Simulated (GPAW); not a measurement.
Consider BaTiO3 (Barioperovskite, Amm2).

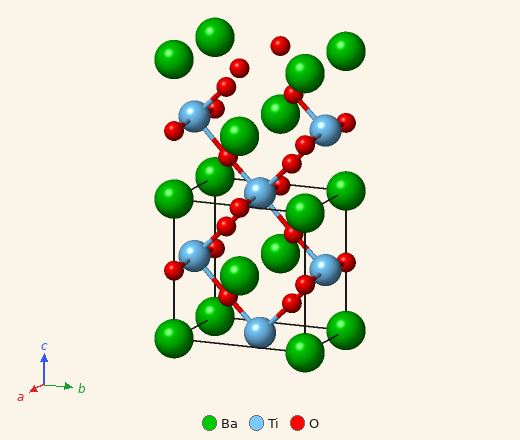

The structure (barium green, titanium blue, oxygen red). 1×1×2 conventional cells are drawn. Some periodic images of atoms are drawn too.

```
Ba Ti O
1.0
     3.98550    0.00000    0.00000
     0.00000    2.83690    2.84515
     0.00000   -2.83690    2.84515
Ba Ti O
1 1 3
Direct
  0.00000 0.00000 0.00000
  0.50000 0.51240 0.51240
  0.50000 0.99184 0.50524
  0.50000 0.50524 0.99184
  0.00000 0.48740 0.48740
```

Absorber: atom 3, with 1 Ti at 1.93 Å and 1 Ti at 2.09 Å (linear, site symmetry m). Method: GPAW, LDA, full core hole (charged cell), 20-atom cell with 6.9 Å between holes, 4×4×4 k points, dipole transitions, Gaussian full width 0.9 eV up to 4 eV, rising linearly to 3.5 eV at 25 eV.

**Question.** Where do the maxima of the O K edge fall?

Main maxima up to 24 eV above the zero (height): 1.3 eV (1.22), 2.8 eV (0.83), 6.9 eV (1.51) and 12.0 eV (1.62). A K edge sees empty p states; the first features are O p mixed into the empty d states of the Ti neighbours, and the broad ones above probably into the cations' higher empty bands. The total-energy difference plus the lowest empty eigenvalue puts the zero at 533.30 eV. One term is added: -8.83 eV, since the hole is spin-paired here and a spin-polarised one costs that much less in the free atom (computed apart). The photon energy is then 524.47 eV. The functional and the charged cell's background leave an error in such absolute values: in the free atom LDA prices this hole 4.1 eV below PBE (computed apart), and PBE is itself good to a few eV.

The O K spectrum (energy from the lowest empty level; intensity scaled to a mean of 1 over the first 20 eV; polarised curves are means over the symmetry-equivalent atoms):

| E (eV) | isotropic | ε ∥ x | ε ∥ y | ε ∥ z |
| --- | --- | --- | --- | --- |
| -2.0 | 0.00 | 0.00 | 0.00 | 0.00 |
| -0.5 | 0.02 | 0.03 | 0.01 | 0.02 |
| 1.0 | 1.10 | 1.61 | 0.83 | 0.86 |
| 2.5 | 0.74 | 0.09 | 1.12 | 1.01 |
| 4.0 | 0.97 | 0.17 | 1.35 | 1.38 |
| 5.5 | 1.44 | 1.51 | 1.38 | 1.43 |
| 7.0 | 1.51 | 1.91 | 1.30 | 1.31 |
| 8.5 | 0.46 | 0.62 | 0.38 | 0.37 |
| 10.0 | 0.55 | 0.66 | 0.49 | 0.50 |
| 11.5 | 1.50 | 0.89 | 1.79 | 1.81 |
| 13.0 | 1.33 | 0.97 | 1.50 | 1.52 |
| 14.5 | 1.08 | 1.10 | 1.06 | 1.07 |
| 16.0 | 0.99 | 1.09 | 0.95 | 0.92 |
| 17.5 | 0.93 | 1.10 | 0.86 | 0.85 |
| 19.0 | 0.75 | 0.94 | 0.65 | 0.64 |
| 20.5 | 0.44 | 0.55 | 0.40 | 0.39 |
| 22.0 | 0.39 | 0.43 | 0.37 | 0.37 |
| 23.5 | 0.43 | 0.44 | 0.43 | 0.42 |
| 25.0 | 0.50 | 0.46 | 0.52 | 0.50 |
| 26.5 | 0.61 | 0.57 | 0.64 | 0.61 |
| 28.0 | 0.75 | 0.78 | 0.74 | 0.72 |
| 29.5 | 0.94 | 1.07 | 0.88 | 0.88 |
| 31.0 | 1.14 | 1.29 | 1.04 | 1.08 |

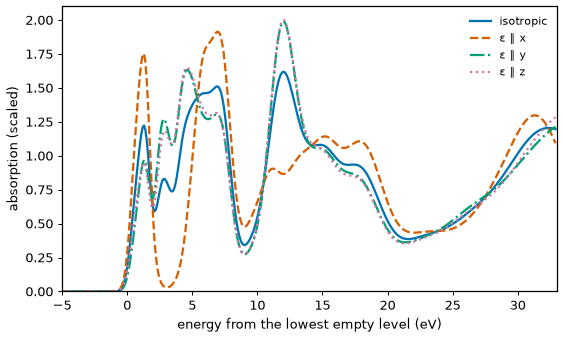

The O K edge.

The crystal has 2 inequivalent O sites and not all are shown here, while a measurement adds them all. The mesh is coarse (0.28 Å⁻¹ between points), so small maxima may be mesh ripples. The structure is a published determination, not relaxed.

[Banner, clock and machine lines of the logs are left out without a mark of their own.]

[Logs are printed without paths, hosts, clocks, repeated set-up lines and the standing remarks that a program may print on its own settings, such as how far it seeks lower states.]

[Hosts, paths, dates, database ids (printed as entryN), source tags and the programs' standing remarks are cut or masked in the printed files.]

[Lists of maxima count a maximum above −3 eV only where it reaches 4 % of the highest in the window and stands out from its surroundings by 2 % of it (1.5 % where it reaches 55 %); shoulders and weaker maxima are passed over, and of the rest the first, up to two pre-edge ones and the few strongest are named.]
